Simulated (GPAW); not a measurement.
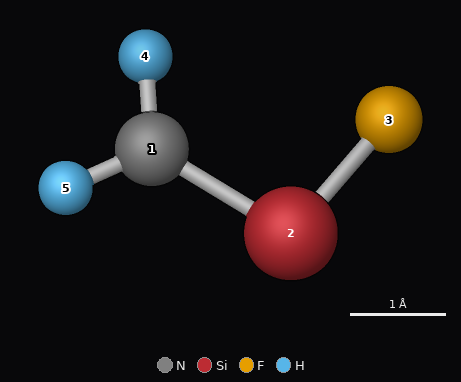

The input geometry (ball-and-stick view, seen at a tilt; atoms are numbered from 1 in the order of the input). Bond lengths as drawn: F–Si 1.65 Å, H–N 1.02 Å and N–Si 1.72 Å.

## Frequency calculation, with input and output: SiNH₂F

- system: SiNH₂F, SMILES N[Si]F
- method: PBEsol/real-space grid, dispersion D3(0), scalar-relativistic datasets (GPAW 26.7.0)

The geometry was optimised with PBEsol/fd.

**What the program printed**
```
---------------------
  #    meV     cm^-1
---------------------
  0   13.6i    109.6i
  1    4.2i     34.2i
  2    7.5      60.8
  3   23.1     186.3
  4   29.1     234.8
  5   42.5     342.7
  6   49.0     395.6
  7   56.9     459.0
  8   62.6     505.1
  9   85.4     688.6
 10  103.3     833.6
 11  104.6     843.5
 12  183.9    1483.5
 13  427.6    3448.5
 14  442.6    3570.1
---------------------
Zero-point energy: 0.809 eV
Enthalpy components at T = 400.00 K:
===============================
Enthalpy components at T = 400.00 K:
===============================
E_pot                -26.990 eV
E_ZPE                  0.758 eV
Cv_trans (0->T)        0.052 eV
Cv_rot (0->T)          0.052 eV
Cv_vib (0->T)          0.061 eV
-------------------------------
U                    -26.068 eV
===============================
(C_v -> C_p)           0.034 eV
-------------------------------
H                    -26.034 eV
===============================

Entropy components at T = 400.00 K and P = 1000.0 Pa:
=================================================
{"":15s}{"S":13s}     {"T*S:13s}
S_trans (1 bar)    0.0017273 eV/K        0.691 eV
S_rot              0.0010366 eV/K        0.415 eV
S_elec             0.0000000 eV/K        0.000 eV
S_vib              0.0002257 eV/K        0.090 eV
S (1 bar -> P)     0.0003968 eV/K        0.159 eV
-------------------------------------------------
S                  0.0033864 eV/K        1.355 eV
=================================================

Free energy components at T = 400.00 K and P = 1000.0 Pa:
=======================
    H        -26.034 eV
 -T*S         -1.355 eV
-----------------------
    G        -27.388 eV
=======================
```

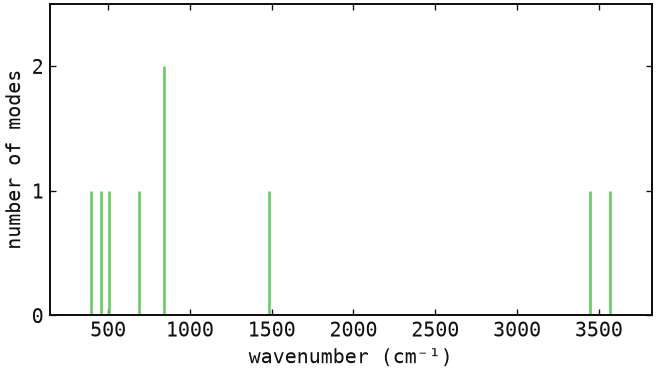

Harmonic vibrational wavenumbers from the force constants; neighbouring modes closer than 14 cm⁻¹ are counted in one stick. 9 modes from 396 to 3570 cm⁻¹, none imaginary.

The run was set up as follows.

**Input file (vib.py)**
```python
from ase.calculators.mixing import SumCalculator
from ase.io import read
from ase.thermochemistry import IdealGasThermo
from ase.vibrations import Vibrations
from dftd3.ase import DFTD3
from gpaw import GPAW, setup_paths
from gpaw.atom.configurations import parameters
from gpaw.atom.generator import Generator

# Structure
atoms = read("relaxed.xyz")

# PAW datasets for this functional
for symbol in ["F", "H", "N", "Si"]:
    Generator(symbol, xcname="PBEsol", scalarrel=True, nofiles=True, txt=None).run(**parameters[symbol])
setup_paths.insert(0, ".")

# Calculator
calc = GPAW(mode="fd",
            xc="PBEsol",
            poissonsolver={"name": "MomentCorrectionPoissonSolver", "poissonsolver": "fast", "moment_corrections": 9},
            h=0.18,
            convergence={"density": 1e-05},
            maxiter=120,
            symmetry="off",
            txt="molecule.txt")
atoms.calc = SumCalculator([DFTD3(method="PBEsol", damping="d3zero"), calc])

energy = atoms.get_potential_energy()
vib = Vibrations(atoms, delta=0.02)
vib.run()
vib.summary()
freqs = vib.get_frequencies()
zpe = vib.get_zero_point_energy()

thermo = IdealGasThermo(vib_energies=vib.get_energies(), potentialenergy=energy, atoms=atoms, geometry="nonlinear",
                        symmetrynumber=1, spin=0.0, ignore_imag_modes=True)
H = thermo.get_enthalpy(400.0, verbose=False)
S = thermo.get_entropy(400.0, 1000.0, verbose=False)
G = thermo.get_gibbs_energy(temperature=400.0, pressure=1000.0)
```

**File relaxed.xyz**
```
5
Lattice="11.909424241338158 0.0 0.0 0.0 11.223374034234297 0.0 0.0 0.0 10.76183890061078" Properties=species:S:1:pos:R:3:forces:R:3 energy=-26.990356818649737 pbc="F F F"
N        5.39324615       5.84481206       4.95442420       0.02112764      -0.00349852       0.00814120
Si       5.95609272       4.43964121       5.76184645       0.00419316       0.01373816       0.00643507
F        7.44639024       5.00062117       6.18754314      -0.00683928      -0.00788779       0.00590144
H        5.93367990       6.70355643       4.83644546      -0.00400450       0.01147751       0.00687572
H        4.46884031       5.90047701       4.52988120      -0.01246116      -0.00161078      -0.00017419
```

Launched with:
```bash
python3 -u vib.py | tee vib.out
```

**Key numbers**

| quantity | value |
| --- | --- |
| outcome | converged |
| energy relative to the program's reference atoms | −26.9904 eV |
| zero-point energy | 0.027856 hartree |
| wavenumbers, lowest and highest | 396 and 3570 cm⁻¹ |
| hardware | 1 thread of Arm Neoverse V1, 24 GiB of memory available, shared host |
| wall time | 8.5 min |
| peak memory | 0.86 GiB |

Further notes kept with the run: datasets made with stock radii, not tested.
